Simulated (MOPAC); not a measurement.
Geometry relaxation, with input and output: CH3FIIn (charge +1) (part 1 of 2)

The run: geometry relaxation of CH3FIIn, charge +1, multiplicity 2. Method and program: PM6-DH2, unrestricted, dispersion DH2 (MOPAC 23.2.5).

The starting geometry was optimised with PM6-DH2.

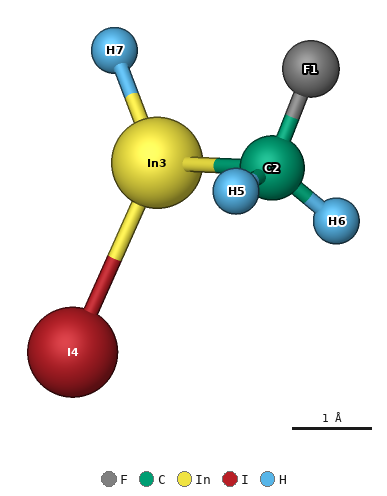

**Figure 1.** The input geometry (ball-and-stick view, seen at a tilt; atoms are numbered from 1 in the order of the input). Sticks mark near contacts. Bond lengths as drawn: C–F 1.36 Å, C–H 1.09 Å, C–In 2.15 Å, H–In 1.84 Å and I–In 2.67 Å.

### Summary

```csv
quantity,value
outcome,converged
total energy,−34.124238 hartree
dispersion energy,−0.000756 hartree
heat of formation,181.63 kcal/mol
basis functions,24
largest force,0.001 eV/Å
⟨S²⟩,0.755
hardware,"1 thread of Arm Neoverse V1, 24 GiB of memory available, shared host"
peak memory,0.092 GiB
```

### Remarks

MOPAC's energies along a path are heats of formation.

### Input (run.mop)
```
UHF CYCLES=300 CHARGE=1 DOUBLET DISP GNORM=0.05 PM6-DH2 THREADS=1 AUX(PRECISION=6)


F      1.180740 1     1.140464 1     1.248387 1
C     -0.023184 1     0.602635 1     0.909378 1
In     0.292134 1    -0.531194 1    -0.890536 1
I     -1.983895 1    -1.676155 1    -1.703634 1
H     -0.737411 1     1.412687 1     0.735099 1
H     -0.362632 1    -0.047703 1     1.720872 1
H      1.843220 1    -0.774138 1    -1.850952 1
```

Run as:
```bash
mopac run.mop
```

### The program's output
```
MOPAC v23.2.5
PM6-DH2 CALCULATION RESULTS

 *  PM6-DH2    - CORRECT DISPERSION AND HYDROGEN BOND TERMS USING PM6-DH2
 *  DOUBLET    - SPIN STATE DEFINED AS A DOUBLET
 *  UHF        - UNRESTRICTED HARTREE-FOCK CALCULATION
 *
 *
 *
 *                 CHARGE ON SYSTEM = +1
 *
 *
 *
 *  THREADS=1  - MULTI-THREADING NOT USED
 *  CYCLES=    - DO A MAXIMUM OF 300 STEPS
 *  GNORM      - EXIT WHEN GRADIENT NORM DROPS BELOW 0.050
 *  AUX        - OUTPUT AUXILIARY INFORMATION
 *  DISP       - PRINT DISPERSION AND HYDROGEN BOND ENERGIES
UHF CYCLES=300 CHARGE=1 DOUBLET DISP GNORM=0.05 PM6-DH2 THREADS=1 AUX(PRECISION=6)

   ATOM   CHEMICAL          X               Y               Z
  NUMBER   SYMBOL      (ANGSTROMS)     (ANGSTROMS)     (ANGSTROMS)

     1       F          1.18074000  *   1.14046400  *   1.24838700  *
     2       C         -0.02318400  *   0.60263500  *   0.90937800  *
     3      In          0.29213400  *  -0.53119400  *  -0.89053600  *
     4       I         -1.98389500  *  -1.67615500  *  -1.70363400  *
     5       H         -0.73741100  *   1.41268700  *   0.73509900  *
     6       H         -0.36263200  *  -0.04770300  *   1.72087200  *
     7       H          1.84322000  *  -0.77413800  *  -1.85095200  *

          CARTESIAN COORDINATES

    NO.       ATOM           X           Y           Z

     1         F          1.1807      1.1405      1.2484
     2         C         -0.0232      0.6026      0.9094
     3        In          0.2921     -0.5312     -0.8905
     4         I         -1.9839     -1.6762     -1.7036
     5         H         -0.7374      1.4127      0.7351
     6         H         -0.3626     -0.0477      1.7209
     7         H          1.8432     -0.7741     -1.8510

           Empirical Formula: C H3 F In I  =     7 atoms

      MOLECULAR POINT GROUP   :   Cs

 DOUBLET STATE CALCULATION

          UHF CALCULATION, NO. OF ALPHA ELECTRONS =   12
                           NO. OF BETA  ELECTRONS =   11

          Geometry optimization using EF

          *********************************************
          *                                           *
          *                 WARNING                   *
          *                                           *
          *********************************************

          Dispersion parameters missing for Indium

          *********************************************
          *                                           *
          *              END OF WARNING               *
          *                                           *
          *********************************************

          DIAGONAL MATRIX USED AS START HESSIAN
```

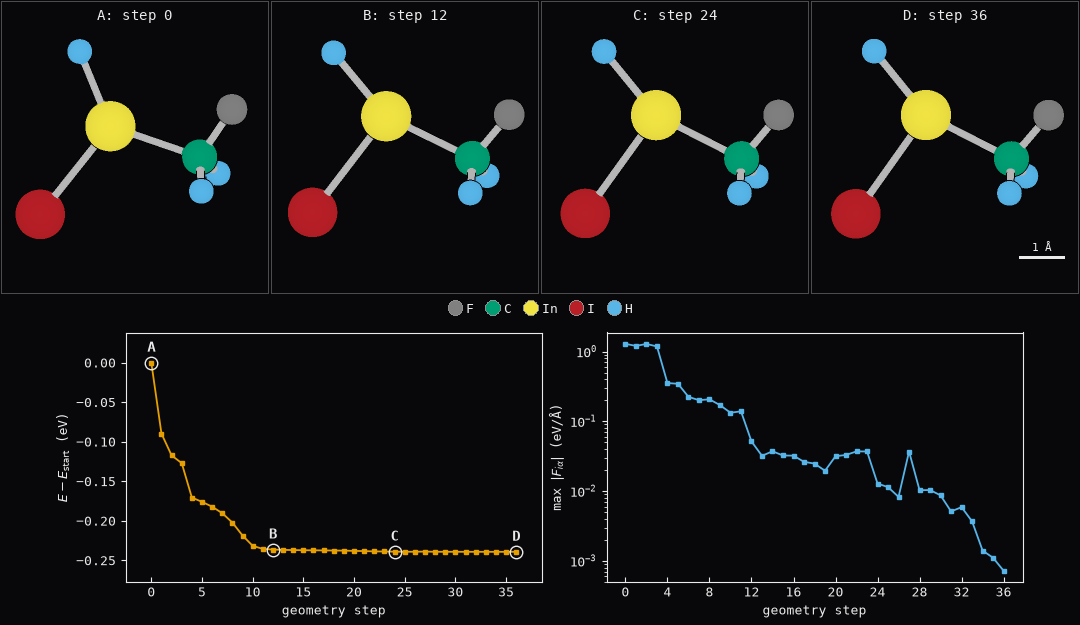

**Figure 2.** Frames of the relaxation (ball-and-stick view, seen at a tilt) above the curves, on which the letters mark them (steps are counted from 0).

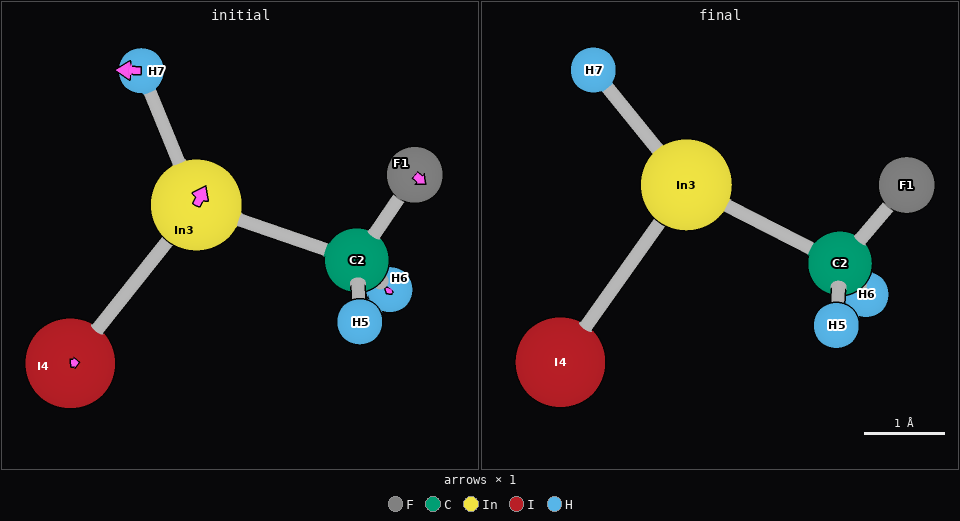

**Figure 3.** Before (left) and after (right) the relaxation, at one scale (ball-and-stick view, seen at a tilt). The pink arrows give the displacements, at true length. After 36 geometry steps the energy has fallen by 0.239 eV. Largest force component: 1.3 eV/Å at the start, 0.00072 eV/Å at the end. The atom that moves furthest after the best rigid fit is H7 (0.36 Å). By element the largest moves are H 0.36 Å, In 0.30 Å, F 0.20 Å, I 0.13 Å, C 0.06 Å. Distances before and after: In3–I4 2.674 → 2.879 Å, C2–In3 2.151 → 2.176 Å, In3–H7 1.840 → 1.859 Å, F1–C2 1.361 → 1.352 Å. Among the angles that change: C2–In3–H7 129.0° → 154.8°, I4–In3–H7 120.1° → 105.7°, C2–In3–I4 110.8° → 99.4°. (Atoms are counted from 1 in the order of the input.)

```
 CYCLE:     1 TIME:   0.016 TIME LEFT:  2.00D  GRAD.:    50.192 HEAT:  187.1435
 CYCLE:     2 TIME:   0.000 TIME LEFT:  2.00D  GRAD.:    51.456 HEAT:  185.0774
 CYCLE:     3 TIME:   0.000 TIME LEFT:  2.00D  GRAD.:    50.195 HEAT:  184.4410
 CYCLE:     4 TIME:   0.008 TIME LEFT:  2.00D  GRAD.:    52.588 HEAT:  184.2160
 CYCLE:     5 TIME:   0.000 TIME LEFT:  2.00D  GRAD.:    14.181 HEAT:  183.2117
 CYCLE:     6 TIME:   0.000 TIME LEFT:  2.00D  GRAD.:    14.192 HEAT:  183.0869
 CYCLE:     7 TIME:   0.008 TIME LEFT:  2.00D  GRAD.:    11.223 HEAT:  182.9457
 CYCLE:     8 TIME:   0.000 TIME LEFT:  2.00D  GRAD.:     9.200 HEAT:  182.7557
 CYCLE:     9 TIME:   0.000 TIME LEFT:  2.00D  GRAD.:    11.289 HEAT:  182.4810
 CYCLE:    10 TIME:   0.008 TIME LEFT:  2.00D  GRAD.:    10.945 HEAT:  182.1046
 CYCLE:    11 TIME:   0.000 TIME LEFT:  2.00D  GRAD.:     7.250 HEAT:  181.8039
 CYCLE:    12 TIME:   0.008 TIME LEFT:  2.00D  GRAD.:     4.664 HEAT:  181.7146
 CYCLE:    13 TIME:   0.000 TIME LEFT:  2.00D  GRAD.:     2.803 HEAT:  181.6948
 CYCLE:    14 TIME:   0.000 TIME LEFT:  2.00D  GRAD.:     1.815 HEAT:  181.6858
 CYCLE:    15 TIME:   0.008 TIME LEFT:  2.00D  GRAD.:     1.488 HEAT:  181.6800
 CYCLE:    16 TIME:   0.000 TIME LEFT:  2.00D  GRAD.:     1.355 HEAT:  181.6762
 CYCLE:    17 TIME:   0.000 TIME LEFT:  2.00D  GRAD.:     1.295 HEAT:  181.6730
 CYCLE:    18 TIME:   0.008 TIME LEFT:  2.00D  GRAD.:     1.112 HEAT:  181.6709
 CYCLE:    19 TIME:   0.000 TIME LEFT:  2.00D  GRAD.:     1.482 HEAT:  181.6668
 CYCLE:    20 TIME:   0.000 TIME LEFT:  2.00D  GRAD.:     1.175 HEAT:  181.6640
 CYCLE:    21 TIME:   0.008 TIME LEFT:  2.00D  GRAD.:     1.291 HEAT:  181.6559
 CYCLE:    22 TIME:   0.000 TIME LEFT:  2.00D  GRAD.:     1.332 HEAT:  181.6513
 CYCLE:    23 TIME:   0.008 TIME LEFT:  2.00D  GRAD.:     1.579 HEAT:  181.6417
 CYCLE:    24 TIME:   0.000 TIME LEFT:  2.00D  GRAD.:     1.460 HEAT:  181.6388
 CYCLE:    25 TIME:   0.008 TIME LEFT:  2.00D  GRAD.:     0.678 HEAT:  181.6329
 CYCLE:    26 TIME:   0.000 TIME LEFT:  2.00D  GRAD.:     0.514 HEAT:  181.6314
 CYCLE:    27 TIME:   0.000 TIME LEFT:  2.00D  GRAD.:     0.400 HEAT:  181.6308
 CYCLE:    28 TIME:   0.008 TIME LEFT:  2.00D  GRAD.:     1.781 HEAT:  181.6365
 CYCLE:    29 TIME:   0.000 TIME LEFT:  2.00D  GRAD.:     0.374 HEAT:  181.6304
 CYCLE:    30 TIME:   0.000 TIME LEFT:  2.00D  GRAD.:     0.361 HEAT:  181.6301
 CYCLE:    31 TIME:   0.008 TIME LEFT:  2.00D  GRAD.:     0.284 HEAT:  181.6299
 CYCLE:    32 TIME:   0.000 TIME LEFT:  2.00D  GRAD.:     0.259 HEAT:  181.6294
 CYCLE:    33 TIME:   0.000 TIME LEFT:  2.00D  GRAD.:     0.308 HEAT:  181.6291
 CYCLE:    34 TIME:   0.008 TIME LEFT:  2.00D  GRAD.:     0.182 HEAT:  181.6291
 CYCLE:    35 TIME:   0.000 TIME LEFT:  2.00D  GRAD.:     0.072 HEAT:  181.6290
 CYCLE:    36 TIME:   0.000 TIME LEFT:  2.00D  GRAD.:     0.051 HEAT:  181.6290
 CYCLE:    37 TIME:   0.000 TIME LEFT:  2.00D  GRAD.:     0.038 HEAT:  181.6289

     GRADIENT =  0.03751 IS LESS THAN CUTOFF =  0.05000

 -------------------------------------------------------------------------------
 UHF CYCLES=300 CHARGE=1 DOUBLET DISP GNORM=0.05 PM6-DH2 THREADS=1 AUX(PRECISION=6)

     GEOMETRY OPTIMISED USING EIGENVECTOR FOLLOWING (EF).
     SCF FIELD WAS ACHIEVED

                              PM6-DH2 CALCULATION

          FINAL HEAT OF FORMATION =        181.62894 KCAL/MOL =     759.93548 KJ/MOL

          TOTAL ENERGY            =     -21413.28284 KCAL/MOL = ELECTRONIC ENERGY + CORE-CORE REPULSION
          ENERGY OF ATOMS         =      21595.38618 KCAL/MOL
                              SUM =        182.10334 KCAL/MOL
          DISPERSION ENERGY       =         -0.47440 KCAL/MOL
                              SUM =        181.62894 KCAL/MOL = FINAL HEAT OF FORMATION

          TOTAL ENERGY            =       -928.56783 EV
          ELECTRONIC ENERGY       =      -2000.38764 EV
          CORE-CORE REPULSION     =       1071.81981 EV
          COSMO AREA              =        139.82 SQUARE ANGSTROMS
          COSMO VOLUME            =        130.83 CUBIC ANGSTROMS

          GRADIENT NORM           =          0.03751          =       0.01418 PER ATOM
          IONIZATION POTENTIAL    =         15.105992 EV
          ALPHA SOMO LUMO (EV)    =        -15.929 -5.542
          BETA  SOMO LUMO (EV)    =        -15.106 -7.832
          NO. OF ALPHA ELECTRONS  =         12
          NO. OF BETA  ELECTRONS  =         11
          MOLECULAR WEIGHT        =        275.7576         POINT GROUP:  Cs

          MOLECULAR DIMENSIONS (Angstroms)

            Atom       Atom       Distance
            I     4    F     1     5.10918
            H     7    H     6     4.29037
            H     5    H     6     1.77993

          SCF CALCULATIONS        =         38

          WALL-CLOCK TIME         =      0.117 SECONDS
          COMPUTATION TIME        =      0.116 SECONDS

   ATOM   CHEMICAL          X               Y               Z
  NUMBER   SYMBOL      (ANGSTROMS)     (ANGSTROMS)     (ANGSTROMS)

     1       F          1.03069570  *   1.13390884  *   1.32688471  *
     2       C         -0.11334153  *   0.56753079  *   0.88074083  *
     3      In          0.48496745  *  -0.49581357  *  -0.92101452  *
     4       I         -2.04680998  *  -1.65768484  *  -1.64627432  *
     5       H         -0.84209475  *   1.35137805  *   0.63464229  *
     6       H         -0.49320433  *  -0.13802229  *   1.63153459  *
     7       H          1.68892992  *  -1.05774720  *  -2.22142865  *

                             CARTESIAN COORDINATES

   1    F        1.030695704     1.133908844     1.326884706
   2    C       -0.113341526     0.567530792     0.880740828
   3   In        0.484967447    -0.495813574    -0.921014521
   4    I       -2.046809978    -1.657684843    -1.646274319
   5    H       -0.842094754     1.351378046     0.634642288
   6    H       -0.493204330    -0.138022292     1.631534594
   7    H        1.688929920    -1.057747195    -2.221428655

           Empirical Formula: C H3 F In I  =     7 atoms

      MOLECULAR POINT GROUP   :   Cs

          ALPHA EIGENVALUES
 -45.92118 -28.67024 -27.15326 -21.61710 -21.28974 -20.24190 -18.89123 -17.95940
 -17.77631 -16.96331 -15.99045 -15.92920  -5.54165  -4.00808  -3.82844  -2.63274
  -1.06239   0.75612   0.99325  99.57241  99.75222 100.21566 101.17101 101.23822

           BETA EIGENVALUES
 -45.92211 -28.65548 -22.22320 -21.61695 -21.27480 -20.20153 -18.64258 -17.77540
 -16.88880 -15.37563 -15.10599  -7.83187  -5.48657  -3.97179  -3.76426  -2.62085
  -1.06220   0.75563   0.99348 101.41247 101.47360 101.59877 102.01568 102.05632

              NET ATOMIC CHARGES AND DIPOLE CONTRIBUTIONS

  ATOM NO.   TYPE          CHARGE      No. of ELECS.   s-Pop       p-Pop       d-Pop
    1          F          -0.099468        7.0995     1.97195     5.12752
    2          C          -0.205261        4.2053     1.16378     3.04148
    3         In           0.504576        2.4954     1.25099     1.24443
    4          I           0.222896        6.7771     1.98566     4.78995     0.00150
    5          H           0.174355        0.8256     0.82564
    6          H           0.173979        0.8260     0.82602
    7          H           0.228923        0.7711     0.77108
 DIPOLE           X         Y         Z       TOTAL
 POINT-CHG.     2.574    -0.065    -1.188     2.836
 HYBRID        -0.949    -0.088     0.254     0.986
 SUM            1.625    -0.153    -0.934     1.881

          ATOMIC ORBITAL ELECTRON POPULATIONS

     Atom    s        px        py        pz      x^2-y^2     xz        z^2       yz        xy
    1  F   1.97195   1.39272   1.84269   1.89211
    2  C   1.16378   0.95433   1.07906   1.00809
    3 In   1.25099   0.40613   0.20502   0.63329
    4  I   1.98566   1.66227   1.77548   1.35219   0.00028   0.00038   0.00024   0.00024   0.00036
    5  H   0.82564
    6  H   0.82602
    7  H   0.77108

                    (SZ)    =    0.500000
                    (S**2)  =    0.755052

          ATOMIC ORBITAL SPIN POPULATIONS

    Atom   Total    s     px     py     pz   x^2-y^2  xz     z^2    yz     xy
         Atomic
    1  F -0.0004 -0.000  0.000 -0.000 -0.000
    2  C -0.0027 -0.000 -0.000 -0.001 -0.002
    3 In -0.0308 -0.003 -0.022 -0.005 -0.001
    4  I  1.0328  0.006  0.204  0.191  0.633  0.000 -0.000 -0.000 -0.000 -0.000
    5  H  0.0001  0.000
    6  H  0.0001  0.000
    7  H  0.0009  0.001

 *                    *
 * JOB ENDED NORMALLY *
 *                    *

 TOTAL JOB TIME:             0.12 SECONDS

 == MOPAC DONE ==
```

### Trajectory as extended XYZ (Å, eV, eV/Å), 37 frames, from step=0 to step=36
```
7
Properties=species:S:1:pos:R:3:forces:R:3 step=0 energy=8.11531
F     1.1807    1.1405    1.2484   -0.2646  -0.2520  -0.2724
C    -0.0232    0.6026    0.9094   -0.0887   0.2634   0.4209
In    0.2921   -0.5312   -0.8905    1.2883   0.7202   0.5680
I    -1.9839   -1.6762   -1.7036   -1.0442  -0.5330  -0.3843
H    -0.7374    1.4127    0.7351   -0.0510   0.1105  -0.0427
H    -0.3626   -0.0477    1.7209    0.0011  -0.0907   0.0920
H     1.8432   -0.7741   -1.8510    0.1592  -0.2183  -0.3816
7
Properties=species:S:1:pos:R:3:forces:R:3 step=1 energy=8.02571
F     1.1807    1.1238    1.1968    0.9816   0.4173   0.4092
C    -0.0214    0.6131    0.9500   -1.2039  -0.0954  -0.5426
In    0.3229   -0.5066   -0.8534    1.0714   0.0315  -0.3676
I    -2.0141   -1.6954   -1.7274   -0.3974  -0.2003  -0.1406
H    -0.7373    1.4177    0.7291   -0.0497   0.0829   0.1593
H    -0.3614   -0.0521    1.7300   -0.0451  -0.1349   0.4760
H     1.8466   -0.7860   -1.9005   -0.3569  -0.1011   0.0062
7
Properties=species:S:1:pos:R:3:forces:R:3 step=2 energy=7.99812
F     1.1997    1.1278    1.2057   -0.7298  -0.2133  -0.0287
C    -0.0482    0.6188    0.9322    0.4840  -0.3940   1.2833
In    0.3677   -0.4846   -0.8358    0.4541  -0.3415  -0.7152
I    -2.0552   -1.7181   -1.7453    0.1339   0.0749   0.0694
H    -0.7388    1.4261    0.7424   -0.2794   0.3007   0.0791
H    -0.3620   -0.0615    1.7919    0.2285   0.6689  -0.7010
H     1.8412   -0.8013   -1.9399   -0.2913  -0.0958   0.0132
7
Properties=species:S:1:pos:R:3:forces:R:3 step=3 energy=7.98836
F     1.1944    1.1454    1.2193   -1.0191  -0.4168   0.0294
C    -0.0611    0.6206    0.9831    1.1834   0.4991  -0.8814
In    0.3851   -0.4939   -0.8581   -0.4898   0.2800   0.6661
I    -2.0646   -1.7189   -1.7441    0.1859   0.0922   0.0700
H    -0.7443    1.4416    0.7461   -0.1013  -0.0106   0.1611
H    -0.3619   -0.0398    1.7706   -0.1324  -0.2098   0.4558
H     1.8334   -0.8118   -1.9310    0.3733  -0.2341  -0.5010
7
Properties=species:S:1:pos:R:3:forces:R:3 step=4 energy=7.94481
F     1.1770    1.1340    1.2245    0.2638   0.1429   0.1429
C    -0.0414    0.6249    0.9563   -0.3531  -0.1608  -0.1087
In    0.3731   -0.4972   -0.8576    0.1429   0.1195   0.0803
I    -2.0524   -1.7129   -1.7378    0.0671   0.0368   0.0371
H    -0.7469    1.4426    0.7584   -0.0364  -0.0367   0.0334
H    -0.3621   -0.0368    1.7722   -0.0156   0.0401  -0.0242
H     1.8363   -0.8149   -1.9518   -0.0687  -0.1418  -0.1609
7
Properties=species:S:1:pos:R:3:forces:R:3 step=5 energy=7.93940
F     1.1792    1.1370    1.2290   -0.1464  -0.0376   0.0300
C    -0.0471    0.6201    0.9497    0.0954   0.1728   0.0316
In    0.3793   -0.4942   -0.8530    0.3448  -0.0125  -0.2393
I    -2.0571   -1.7149   -1.7393    0.1162   0.0635   0.0603
H    -0.7487    1.4437    0.7618   -0.0372  -0.0494   0.0059
H    -0.3624   -0.0325    1.7672   -0.0682  -0.0556   0.0700
H     1.8347   -0.8251   -1.9788   -0.3045  -0.0812   0.0415
7
Properties=species:S:1:pos:R:3:forces:R:3 step=6 energy=7.93328
F     1.1743    1.1381    1.2397   -0.1660  -0.0211  -0.0105
C    -0.0518    0.6256    0.9505    0.2239  -0.0521   0.0993
In    0.3899   -0.4937   -0.8579    0.1520   0.0689  -0.0516
I    -2.0627   -1.7166   -1.7385    0.1664   0.0860   0.0746
H    -0.7517    1.4441    0.7651   -0.0958   0.0260  -0.0409
H    -0.3647   -0.0306    1.7731   -0.0645  -0.0123  -0.0552
H     1.8272   -0.8378   -1.9947   -0.2160  -0.0953  -0.0156
```
